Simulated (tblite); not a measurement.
## C$_{4}$H$_{5}$ClGeO$_{2}$: geometry relaxation (part 2 of 4)

C$_{4}$H$_{5}$ClGeO$_{2}$; GFN2-xTB geometry optimisation, gas phase (tblite 0.8.0). It belongs to a series of runs on one base structure; here: GeH2 inserted into a C-Cl bond.

Geometry of the input (Å):
```
O  -1.2523  -2.9757  -0.2620
C  -1.0639  -1.7663  -0.0569
C  -0.8355  -0.5044  0.1821
C  -1.7724  0.4990  -0.3989
O  -1.6347  1.7170  -0.1361
C  0.2976  -0.0828  1.0535
Ge 1.7071  0.7535  -0.0154
Cl 2.4272  -0.6562  -1.4860
H  -2.5834  0.1694  -1.0254
H  -0.0559  0.6352  1.8292
H  0.7421  -0.9575  1.5816
H  2.8738  1.1590  0.9177
H  1.1459  2.0103  -0.7154
```

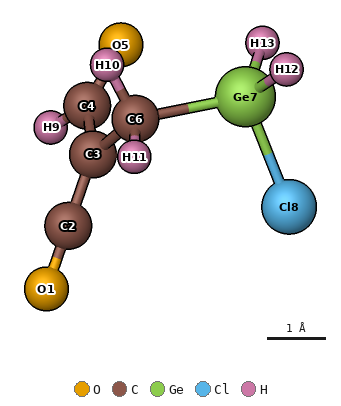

*The geometry at step 32 of the log (ball-and-stick view, seen at a tilt; atoms are numbered from 1 in the order of the input).*

## Trajectory as extended XYZ, continued
```
13
Properties=species:S:1:pos:R:3:forces:R:3 step=20 energy=-699.76699
O    -1.2792   -2.9578   -0.2910   -0.0070  -0.0250   0.0020
C    -1.0826   -1.8433   -0.0565   -0.0160   0.1070   0.0300
C    -0.8801   -0.5781    0.2077   -0.0140   0.0160  -0.0010
C    -1.6870    0.4909   -0.3634    0.0690  -0.0650  -0.0410
O    -1.3969    1.6530   -0.2059   -0.0120  -0.0230  -0.0660
C     0.2623   -0.1055    1.0733   -0.0960  -0.0700   0.0210
Ge    1.6472    0.8453   -0.0106    0.0630   0.0230  -0.0940
Cl    2.3109   -0.5728   -1.4334   -0.0590   0.0270   0.0360
H    -2.5712    0.1792   -0.9465    0.0900   0.0200   0.0720
H    -0.1457    0.5732    1.8211    0.0170   0.0510   0.0010
H     0.7238   -0.9425    1.5950    0.0510  -0.0530  -0.0400
H     2.8424    1.1893    0.8591   -0.0240  -0.0170   0.0410
H     1.2515    2.0697   -0.7810   -0.0620   0.0090   0.0400
13
Properties=species:S:1:pos:R:3:forces:R:3 step=21 energy=-699.76928
O    -1.2834   -2.9595   -0.2916    0.0050  -0.0210   0.0030
C    -1.0831   -1.8458   -0.0561   -0.0450   0.1080   0.0290
C    -0.8803   -0.5808    0.2082   -0.0010   0.0230   0.0360
C    -1.6817    0.4920   -0.3636    0.0820  -0.1000  -0.0860
O    -1.3810    1.6530   -0.2195   -0.0220  -0.0370  -0.0410
C     0.2606   -0.1081    1.0743   -0.0360  -0.0380   0.0230
Ge    1.6413    0.8478   -0.0093    0.0750   0.0040  -0.1050
Cl    2.3000   -0.5730   -1.4341   -0.0560   0.0430   0.0460
H    -2.5685    0.1797   -0.9411    0.0630   0.0350   0.0630
H    -0.1471    0.5721    1.8212    0.0170   0.0230   0.0120
H     0.7354   -0.9403    1.5927   -0.0050  -0.0530  -0.0370
H     2.8350    1.1911    0.8621   -0.0110  -0.0220   0.0410
H     1.2483    2.0726   -0.7755   -0.0650   0.0360   0.0160
13
Properties=species:S:1:pos:R:3:forces:R:3 step=23 energy=-699.77298
O    -1.2906   -2.9622   -0.2930    0.0130   0.0260   0.0140
C    -1.0875   -1.8491   -0.0540   -0.0630   0.0060   0.0200
C    -0.8801   -0.5861    0.2119    0.0320   0.0110   0.0650
C    -1.6669    0.4892   -0.3688    0.0470  -0.0570  -0.0800
O    -1.3504    1.6483   -0.2457    0.0030  -0.0080  -0.0150
C     0.2571   -0.1132    1.0779    0.1040   0.0500   0.0040
Ge    1.6335    0.8536   -0.0118    0.0080  -0.0010  -0.0110
Cl    2.2771   -0.5706   -1.4334   -0.0230   0.0200   0.0040
H    -2.5629    0.1841   -0.9282   -0.0200  -0.0030  -0.0150
H    -0.1508    0.5691    1.8237    0.0330  -0.0310   0.0230
H     0.7536   -0.9386    1.5883   -0.0860  -0.0460  -0.0240
H     2.8219    1.1938    0.8684    0.0090  -0.0300   0.0280
H     1.2416    2.0821   -0.7677   -0.0570   0.0630  -0.0140
13
Properties=species:S:1:pos:R:3:forces:R:3 step=24 energy=-699.77445
O    -1.2930   -2.9626   -0.2933    0.0030   0.0410   0.0180
C    -1.0910   -1.8496   -0.0524   -0.0370  -0.0360   0.0260
C    -0.8793   -0.5879    0.2151    0.0360   0.0050   0.0410
C    -1.6595    0.4865   -0.3730    0.0090  -0.0120  -0.0380
O    -1.3388    1.6452   -0.2561    0.0240   0.0080  -0.0190
C     0.2579   -0.1141    1.0795    0.1090   0.0600  -0.0080
Ge    1.6312    0.8561   -0.0138   -0.0260   0.0260   0.0360
Cl    2.2676   -0.5688   -1.4327   -0.0040  -0.0020  -0.0270
H    -2.5611    0.1862   -0.9233   -0.0380  -0.0310  -0.0500
H    -0.1516    0.5672    1.8256    0.0450  -0.0390   0.0290
H     0.7580   -0.9395    1.5862   -0.0900  -0.0420  -0.0110
H     2.8173    1.1941    0.8715    0.0130  -0.0310   0.0160
H     1.2378    2.0876   -0.7653   -0.0440   0.0530  -0.0120
13
Properties=species:S:1:pos:R:3:forces:R:3 step=25 energy=-699.77576
O    -1.2948   -2.9624   -0.2929   -0.0130   0.0410   0.0200
C    -1.0946   -1.8495   -0.0504    0.0020  -0.0520   0.0380
C    -0.8780   -0.5890    0.2186    0.0270   0.0090   0.0010
C    -1.6530    0.4841   -0.3775   -0.0260   0.0280   0.0070
O    -1.3294    1.6427   -0.2654    0.0350   0.0070  -0.0310
C     0.2607   -0.1138    1.0805    0.0670   0.0390  -0.0160
Ge    1.6293    0.8586   -0.0151   -0.0370   0.0560   0.0550
Cl    2.2596   -0.5673   -1.4326    0.0090  -0.0120  -0.0470
H    -2.5599    0.1870   -0.9203   -0.0330  -0.0470  -0.0690
H    -0.1506    0.5651    1.8275    0.0560  -0.0370   0.0380
H     0.7599   -0.9414    1.5838   -0.0740  -0.0370   0.0030
H     2.8135    1.1934    0.8748    0.0150  -0.0290   0.0030
H     1.2329    2.0929   -0.7630   -0.0280   0.0340  -0.0020
13
Properties=species:S:1:pos:R:3:forces:R:3 step=27 energy=-699.77822
O    -1.2982   -2.9596   -0.2898   -0.0420   0.0080   0.0210
C    -1.0995   -1.8475   -0.0439    0.0670  -0.0080   0.0530
C    -0.8745   -0.5877    0.2236   -0.0110   0.0160  -0.0620
C    -1.6454    0.4818   -0.3847   -0.0550   0.0530   0.0470
O    -1.3178    1.6408   -0.2821    0.0220  -0.0270  -0.0470
C     0.2691   -0.1120    1.0803   -0.0650  -0.0400  -0.0040
Ge    1.6261    0.8644   -0.0148   -0.0030   0.0570   0.0120
Cl    2.2486   -0.5661   -1.4351    0.0080   0.0200  -0.0340
H    -2.5574    0.1832   -0.9211    0.0130  -0.0330  -0.0570
H    -0.1421    0.5613    1.8319    0.0550  -0.0210   0.0560
H     0.7589   -0.9480    1.5781   -0.0170  -0.0160   0.0180
H     2.8084    1.1886    0.8817    0.0210  -0.0130  -0.0180
H     1.2194    2.1014   -0.7564    0.0060   0.0050   0.0160
13
Properties=species:S:1:pos:R:3:forces:R:3 step=28 energy=-699.77943
O    -1.3006   -2.9575   -0.2873   -0.0440  -0.0110   0.0260
C    -1.1001   -1.8463   -0.0392    0.0660   0.0210   0.0410
C    -0.8729   -0.5860    0.2244   -0.0280   0.0100  -0.0580
C    -1.6440    0.4817   -0.3870   -0.0420   0.0380   0.0290
O    -1.3134    1.6405   -0.2906    0.0000  -0.0390  -0.0460
C     0.2725   -0.1118    1.0799   -0.0990  -0.0600   0.0110
Ge    1.6247    0.8682   -0.0140    0.0170   0.0190  -0.0180
Cl    2.2445   -0.5653   -1.4374    0.0000   0.0520  -0.0130
H    -2.5558    0.1795   -0.9239    0.0340  -0.0100  -0.0370
H    -0.1355    0.5592    1.8352    0.0400  -0.0160   0.0570
H     0.7571   -0.9522    1.5754    0.0090  -0.0050   0.0140
H     2.8069    1.1854    0.8848    0.0260  -0.0020  -0.0260
H     1.2121    2.1051   -0.7524    0.0210   0.0020   0.0200
13
Properties=species:S:1:pos:R:3:forces:R:3 step=29 energy=-699.78051
O    -1.3039   -2.9558   -0.2847   -0.0350  -0.0210   0.0350
C    -1.0996   -1.8460   -0.0343    0.0360   0.0270   0.0130
C    -0.8719   -0.5848    0.2243   -0.0340   0.0090  -0.0240
C    -1.6432    0.4818   -0.3888   -0.0150   0.0190  -0.0040
O    -1.3076    1.6397   -0.2998   -0.0260  -0.0430  -0.0390
C     0.2736   -0.1126    1.0800   -0.0850  -0.0500   0.0220
Ge    1.6232    0.8724   -0.0134    0.0190  -0.0270  -0.0280
Cl    2.2400   -0.5633   -1.4398   -0.0060   0.0760   0.0030
H    -2.5540    0.1764   -0.9269    0.0410   0.0120  -0.0190
H    -0.1293    0.5564    1.8397    0.0180  -0.0150   0.0490
H     0.7558   -0.9558    1.5734    0.0260   0.0020   0.0040
H     2.8059    1.1828    0.8868    0.0290   0.0080  -0.0320
H     1.2067    2.1093   -0.7489    0.0320   0.0040   0.0210
13
Properties=species:S:1:pos:R:3:forces:R:3 step=31 energy=-699.78215
O    -1.3115   -2.9552   -0.2797   -0.0060  -0.0170   0.0510
C    -1.0982   -1.8473   -0.0270   -0.0440   0.0000  -0.0350
C    -0.8723   -0.5848    0.2242   -0.0220  -0.0030   0.0520
C    -1.6405    0.4807   -0.3929    0.0300  -0.0200  -0.0520
O    -1.2941    1.6359   -0.3171   -0.0480   0.0040  -0.0190
C     0.2709   -0.1159    1.0822    0.0160   0.0090   0.0270
Ge    1.6197    0.8784   -0.0134   -0.0160  -0.0580   0.0170
Cl    2.2303   -0.5550   -1.4432    0.0010   0.0680  -0.0110
H    -2.5506    0.1748   -0.9303    0.0130   0.0160  -0.0180
H    -0.1226    0.5495    1.8502   -0.0210  -0.0160   0.0210
H     0.7562   -0.9599    1.5719    0.0290  -0.0010  -0.0200
H     2.8052    1.1810    0.8871    0.0260   0.0120  -0.0370
H     1.2031    2.1181   -0.7441    0.0420   0.0050   0.0250
13
Properties=species:S:1:pos:R:3:forces:R:3 step=32 energy=-699.78318
O    -1.3166   -2.9556   -0.2754    0.0080  -0.0100   0.0530
C    -1.0986   -1.8483   -0.0236   -0.0780  -0.0100  -0.0430
C    -0.8734   -0.5853    0.2256   -0.0110  -0.0180   0.0760
C    -1.6377    0.4793   -0.3969    0.0360  -0.0470  -0.0590
O    -1.2862    1.6328   -0.3286   -0.0370   0.0550  -0.0070
C     0.2690   -0.1180    1.0845    0.0650   0.0370   0.0230
Ge    1.6170    0.8807   -0.0132   -0.0360  -0.0340   0.0530
Cl    2.2239   -0.5474   -1.4455    0.0110   0.0420  -0.0360
H    -2.5482    0.1750   -0.9325   -0.0110   0.0020  -0.0310
H    -0.1198    0.5445    1.8577   -0.0390  -0.0160   0.0050
H     0.7576   -0.9620    1.5708    0.0270  -0.0070  -0.0290
H     2.8055    1.1807    0.8858    0.0190   0.0080  -0.0380
H     1.2031    2.1240   -0.7408    0.0450  -0.0020   0.0310
13
Properties=species:S:1:pos:R:3:forces:R:3 step=33 energy=-699.78475
O    -1.3252   -2.9568   -0.2676    0.0220  -0.0040   0.0520
C    -1.1009   -1.8501   -0.0185   -0.1110  -0.0300  -0.0370
C    -0.8755   -0.5872    0.2296    0.0050   0.0030   0.0880
C    -1.6315    0.4766   -0.4045    0.0450  -0.0340  -0.0520
O    -1.2715    1.6283   -0.3492   -0.0350   0.0510   0.0070
C     0.2669   -0.1208    1.0889    0.1000   0.0510   0.0150
Ge    1.6113    0.8847   -0.0117   -0.0450   0.0160   0.0860
Cl    2.2122   -0.5340   -1.4497    0.0230   0.0030  -0.0700
H    -2.5443    0.1753   -0.9359   -0.0280  -0.0160  -0.0450
H    -0.1164    0.5357    1.8699   -0.0570  -0.0160  -0.0160
H     0.7611   -0.9658    1.5682    0.0250  -0.0110  -0.0350
H     2.8057    1.1804    0.8831    0.0090   0.0010  -0.0360
H     1.2038    2.1343   -0.7347    0.0480  -0.0140   0.0430
13
Properties=species:S:1:pos:R:3:forces:R:3 step=35 energy=-699.78937
O    -1.3504   -2.9583   -0.2346    0.0290   0.0100   0.0290
C    -1.1142   -1.8507   -0.0020   -0.1140  -0.0110   0.0490
C    -0.8824   -0.5880    0.2463    0.0180   0.0480   0.0120
C    -1.6132    0.4689   -0.4314    0.0220   0.0130  -0.0010
O    -1.2402    1.6182   -0.4130   -0.0070  -0.0290   0.0470
C     0.2673   -0.1277    1.1020    0.0580   0.0190  -0.0070
Ge    1.5945    0.8960   -0.0019    0.0100   0.1150   0.0710
Cl    2.1816   -0.4908   -1.4695    0.0260  -0.0570  -0.1100
H    -2.5299    0.1690   -0.9564   -0.0210  -0.0560  -0.0570
H    -0.1012    0.5086    1.9074   -0.0860  -0.0180  -0.0570
H     0.7716   -0.9820    1.5543    0.0310  -0.0020  -0.0320
H     2.8090    1.1753    0.8734   -0.0070  -0.0160  -0.0100
H     1.2031    2.1620   -0.7067    0.0420  -0.0170   0.0650
13
Properties=species:S:1:pos:R:3:forces:R:3 step=36 energy=-699.79134
O    -1.3560   -2.9558   -0.2169    0.0120   0.0040   0.0100
C    -1.1211   -1.8458    0.0044   -0.0650   0.0310   0.1070
C    -0.8856   -0.5826    0.2523    0.0180  -0.0050  -0.0460
C    -1.6117    0.4676   -0.4414   -0.0500  -0.0870   0.0220
O    -1.2478    1.6180   -0.4280    0.0770   0.1000   0.0560
C     0.2706   -0.1289    1.1053   -0.0160  -0.0090  -0.0290
Ge    1.5933    0.8971    0.0039    0.0510   0.0910   0.0130
Cl    2.1804   -0.4758   -1.4805    0.0060  -0.0430  -0.0810
H    -2.5236    0.1608   -0.9728   -0.0070  -0.0710  -0.0460
H    -0.0917    0.5008    1.9183   -0.0890  -0.0130  -0.0540
H     0.7725   -0.9903    1.5464    0.0400   0.0040  -0.0200
H     2.8148    1.1699    0.8685   -0.0010  -0.0150   0.0130
H     1.2016    2.1654   -0.6914    0.0240   0.0130   0.0550
13
Properties=species:S:1:pos:R:3:forces:R:3 step=37 energy=-699.79281
O    -1.3597   -2.9550   -0.2091   -0.0030  -0.0070   0.0080
C    -1.1267   -1.8443    0.0096   -0.0320   0.0400   0.1190
C    -0.8866   -0.5814    0.2554    0.0110   0.0050  -0.0750
C    -1.6090    0.4664   -0.4458   -0.0320   0.0050   0.0180
O    -1.2429    1.6178   -0.4386    0.0320  -0.0300   0.0550
C     0.2725   -0.1298    1.1065   -0.0500  -0.0280  -0.0310
Ge    1.5912    0.9012    0.0076    0.0700   0.0310  -0.0420
Cl    2.1755   -0.4691   -1.4869   -0.0110  -0.0090  -0.0420
H    -2.5202    0.1558   -0.9790    0.0270  -0.0430  -0.0250
H    -0.0901    0.4958    1.9223   -0.0790  -0.0120  -0.0420
H     0.7756   -0.9940    1.5416    0.0370   0.0170  -0.0150
H     2.8151    1.1676    0.8671    0.0170  -0.0130   0.0310
H     1.2009    2.1694   -0.6829    0.0150   0.0450   0.0410
13
Properties=species:S:1:pos:R:3:forces:R:3 step=39 energy=-699.79642
O    -1.3665   -2.9525   -0.1903   -0.0360  -0.0070   0.0340
C    -1.1409   -1.8403    0.0278    0.0230  -0.0310   0.0610
C    -0.8880   -0.5774    0.2569    0.0000  -0.0080  -0.0690
C    -1.6071    0.4642   -0.4545    0.0170   0.0800   0.0070
O    -1.2374    1.6161   -0.4531   -0.0410  -0.1280   0.0310
C     0.2738   -0.1326    1.1070   -0.0340  -0.0040  -0.0300
Ge    1.5926    0.9091    0.0124    0.0350  -0.1120  -0.0990
Cl    2.1683   -0.4549   -1.5038   -0.0410   0.0630   0.0390
H    -2.5117    0.1426   -0.9963    0.0650   0.0240   0.0110
H    -0.0922    0.4850    1.9280   -0.0350  -0.0180  -0.0350
H     0.7831   -1.0003    1.5308   -0.0010   0.0510  -0.0160
H     2.8197    1.1616    0.8653    0.0480  -0.0120   0.0570
H     1.2019    2.1801   -0.6622   -0.0010   0.1020   0.0090
13
Properties=species:S:1:pos:R:3:forces:R:3 step=40 energy=-699.79912
O    -1.3789   -2.9519   -0.1687   -0.0560  -0.0170   0.0620
C    -1.1549   -1.8392    0.0485    0.0450  -0.0670  -0.0010
C    -0.8902   -0.5760    0.2590    0.0080  -0.0230  -0.0430
C    -1.6008    0.4603   -0.4670    0.0510   0.0800   0.0100
O    -1.2227    1.6097   -0.4772   -0.0720  -0.1330   0.0170
C     0.2728   -0.1366    1.1094    0.0090   0.0280  -0.0340
Ge    1.5912    0.9165    0.0150   -0.0100  -0.1280  -0.0810
Cl    2.1533   -0.4332   -1.5209   -0.0480   0.0760   0.0610
H    -2.5012    0.1328   -1.0128    0.0640   0.0540   0.0200
H    -0.0945    0.4689    1.9397    0.0010  -0.0170  -0.0530
H     0.7923   -1.0060    1.5199   -0.0390   0.0700  -0.0210
H     2.8249    1.1563    0.8635    0.0440  -0.0260   0.0570
H     1.2042    2.1989   -0.6404    0.0010   0.1020   0.0080
13
Properties=species:S:1:pos:R:3:forces:R:3 step=41 energy=-699.80178
O    -1.3958   -2.9521   -0.1421   -0.0710  -0.0340   0.0890
C    -1.1699   -1.8394    0.0721    0.0580  -0.0700  -0.0590
C    -0.8930   -0.5756    0.2622    0.0220  -0.0440  -0.0230
C    -1.5911    0.4550   -0.4827    0.0680   0.0420   0.0160
O    -1.2026    1.6002   -0.5090   -0.0770  -0.1000   0.0140
C     0.2718   -0.1409    1.1121    0.0420   0.0530  -0.0360
Ge    1.5877    0.9243    0.0170   -0.0440  -0.0710  -0.0350
Cl    2.1324   -0.4048   -1.5394   -0.0440   0.0610   0.0510
H    -2.4879    0.1234   -1.0310    0.0460   0.0660   0.0170
H    -0.0960    0.4483    1.9547    0.0330  -0.0030  -0.0750
H     0.8025   -1.0116    1.5071   -0.0660   0.0740  -0.0240
H     2.8304    1.1501    0.8616    0.0200  -0.0460   0.0440
H     1.2071    2.2235   -0.6147    0.0120   0.0730   0.0220
13
Properties=species:S:1:pos:R:3:forces:R:3 step=43 energy=-699.80749
O    -1.4399   -2.9546   -0.0762   -0.0760  -0.0450   0.1260
C    -1.1989   -1.8417    0.1197    0.0510  -0.0380  -0.1270
C    -0.8982   -0.5777    0.2706    0.0570  -0.0520  -0.0310
C    -1.5642    0.4410   -0.5180    0.0370  -0.0830   0.0080
O    -1.1545    1.5753   -0.5855   -0.0150   0.0010   0.0430
C     0.2722   -0.1481    1.1152    0.0360   0.0480  -0.0340
Ge    1.5748    0.9421    0.0212   -0.0460   0.1440   0.0830
Cl    2.0785   -0.3353   -1.5767   -0.0200  -0.0080  -0.0270
H    -2.4549    0.1058   -1.0697   -0.0210   0.0410  -0.0040
H    -0.0937    0.4001    1.9852    0.0630   0.0730  -0.0880
H     0.8215   -1.0205    1.4770   -0.0520   0.0220  -0.0120
H     2.8399    1.1324    0.8588   -0.0550  -0.0860  -0.0010
H     1.2130    2.2817   -0.5536    0.0410  -0.0170   0.0640
```
